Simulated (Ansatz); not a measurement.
# AlH (charge -1): search for lower mean-field states, by script

A script is to give a search for lower mean-field states; the system is AlH (charge -1).

Computed with Ansatz 0.2.0 through its Python package. Level of theory: B3LYP+D4/def2-TZVP.

## 1. The structure

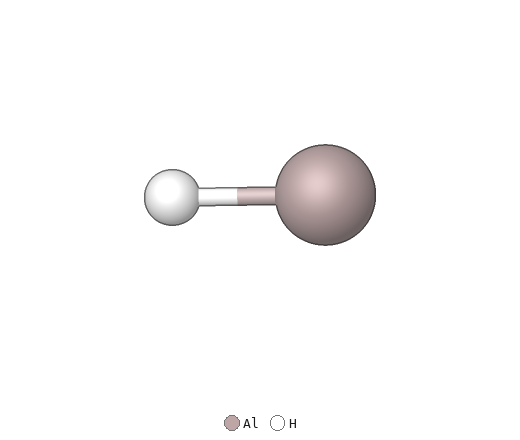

The structure that the script starts from, seen from a chosen angle (aluminium light grey, hydrogen white).

The script holds or builds the structure itself.

## 2. Script

run_states.py reads:

```python
'''Restricted and unrestricted solutions of AlH(-), stretched and not.'''

import ansatz as az
import numpy as np


def main() -> None:
    mol = (
        az.Crystal.molecule()
        .atom('Al', (0.0, 0.0, 0.0))
        .atom('H', (0.0, 0.0, 1.615))
    )
    symbols = [site.symbol for site in mol.cartesian_sites]

    start = np.array([site.position_ang for site in mol.cartesian_sites])
    for factor in [1.0, 1.3]:
        xyz = (start - start.mean(axis=0)) * factor
        scaled = az.Crystal.molecule()
        for symbol, place in zip(symbols, xyz):
            scaled = scaled.atom(symbol, place.tolist())
        job = (
            scaled.calculation()
            .basis(gaussian='def2-TZVP')
            .functional('b3lyp', dispersion='d4')
            .charge(-1)
            .accuracy('medium')
            .spin('collinear', total=1)
        )
        for search in ('off', 'standard'):
            try:
                report = job.scf(lower_state_search=search).run(threads=1).report
            except az.AnsatzError as error:
                print(f'x{factor} search {search}: {type(error).__name__}')
                continue
            state = report['mean_field']['state']
            print(f'all distances x{factor}, search {search:8s} E = {report["free_energy_ev"]:.5f} eV  <S^2> = {abs(state["spin_squared"]):.3f}  other states met: {len(report["mean_field"]["others"])}')


if __name__ == '__main__':
    main()
```

## 3. Launch

On the command line:

```console
$ python run_states.py
```

What it wrote:

```text
all distances x1.0, search off      E = -6612.49222 eV  <S^2> = 0.756  other states met: 0
all distances x1.0, search standard E = -6612.49222 eV  <S^2> = 0.756  other states met: 2
all distances x1.3, search off      E = -6612.28352 eV  <S^2> = 0.756  other states met: 0
all distances x1.3, search standard E = -6612.28352 eV  <S^2> = 0.756  other states met: 3
```

It took 3.1 s on 1 thread of Arm Neoverse V1, shared host; peak memory 0.16 GiB.

Lines on the test bed's own set-up are left out of the output.

## 4. The runs side by side

One row for each of the 4 runs:

```
run    search  energy from run 1 (eV)  <S²>  SCF cycles  CPU time (s)
  1       off                  0.0000  0.76          18          0.39
  2  standard                  0.0000  0.76          28          0.79
  3       off                  0.2087  0.76          18          0.38
  4  standard                  0.2087  0.76          36             1
```

## 5. Summary of results

| quantity | value |
| --- | --- |
| lower state found by the search | none |
| runs compared | 4 |

The search finds no state below that of the single start. All 4 runs converged (18 to 36 cycles). Notes:
- The count of other states can hold repeated and symmetry-equivalent ends of the search; scaling all distances is a test, and for more than two atoms no physical path.
- The species is open-shell (spin multiplicity 2).
- b3lyp holds the VWN-RPA fit, as in Gaussian; the form of ORCA and Turbomole is b3lyp5.
- Anions want diffuse functions, which this basis lacks.
